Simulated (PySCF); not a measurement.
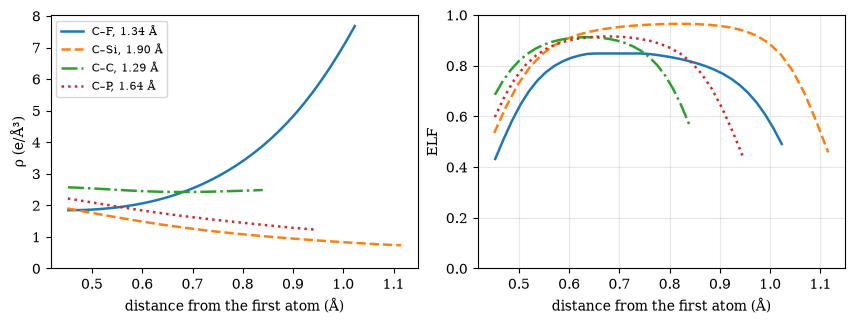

C4H6F3PSi (SMILES FC(F)(F)CP=C=C[SiH3]). Total electron density and electron localisation function along straight lines between neighbouring atoms. The curves leave out the atomic cores.

Geometry: GFN2-xTB.

These are results of PySCF, B3LYP/def2-SVPD, SCF density, gas phase, not measurements.

```xyz
15

F    -1.5887   -0.2287   -1.4561
C    -2.4594   -0.1931   -0.4361
F    -3.1235    0.9679   -0.5442
F    -3.3600   -1.1641   -0.6861
C    -1.8024   -0.3568    0.9073
P    -0.7618    1.1819    1.3278
C     0.4620    0.9262    0.2608
C     1.5098    0.7773   -0.4799
Si    3.0649   -0.1735    0.0508
H    -1.1924   -1.2606    0.8939
H    -2.5920   -0.4628    1.6542
H     1.5255    1.1801   -1.4854
H     3.2442   -1.2758   -0.8966
H     2.8814   -0.6730    1.4117
H     4.1879    0.7629   -0.0259
```

What kind of bonding do the profiles show?

C–F (1.34 Å): ρ is about 2.4 e/Å³ halfway; the ELF peaks at about 0.85 between the atoms (a polar covalent bond).
C–Si (1.90 Å): ρ at the midpoint is about 0.89 e/Å³; the ELF peaks at about 0.95 between the atoms (a shared electron pair).
C–C (1.29 Å): ρ at the midpoint is about 2.4 e/Å³; the ELF peaks at about 0.90 between the atoms; a short, multiple covalent bond.
C–P (1.64 Å): ρ at the midpoint is about 1.4 e/Å³; the ELF peaks at about 0.90 between the atoms (a covalent bond).
